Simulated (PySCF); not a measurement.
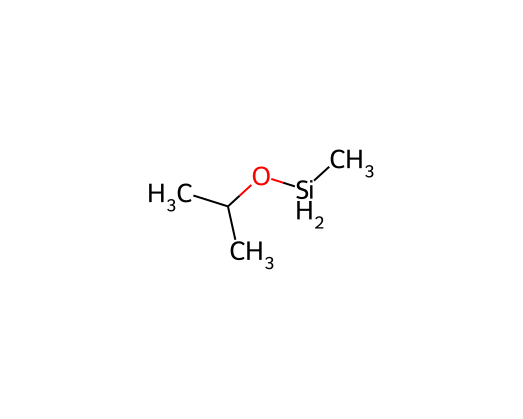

Computed geometry: PBE0-D3(BJ)/def2-SVP optimisation. No frequency run is at hand to confirm it as a minimum. Program: PySCF 2.14.0.

At this fixed geometry, give HOMO–LUMO gap (eV), dipole (D) at these levels: BHandHLYP/aug-pcX-1 (pcseg-1 on H) (def2-SVPD on Si); PBE0/pcSseg-1 in cyclohexane (IEF-PCM); PBE0/pcSseg-1 in methanol (IEF-PCM); ωB97X-D/def2-SVPD; ωB97X-D/def2-SVPD in cyclohexane (IEF-PCM); ωB97X-D/def2-SVPD in methanol (IEF-PCM).

| level | HOMO–LUMO gap (eV) | dipole (D) |
| --- | --- | --- |
| BHandHLYP/aug-pcX-1 (pcseg-1 on H) (def2-SVPD on Si) | 10.07 | 0.41 |
| PBE0/pcSseg-1 in cyclohexane (IEF-PCM) | 8.86 | 0.47 |
| PBE0/pcSseg-1 in methanol (IEF-PCM) | 8.93 | 0.66 |
| ωB97X-D/def2-SVPD | 12.04 | 0.38 |
| ωB97X-D/def2-SVPD in cyclohexane (IEF-PCM) | 12.07 | 0.45 |
| ωB97X-D/def2-SVPD in methanol (IEF-PCM) | 12.13 | 0.68 |
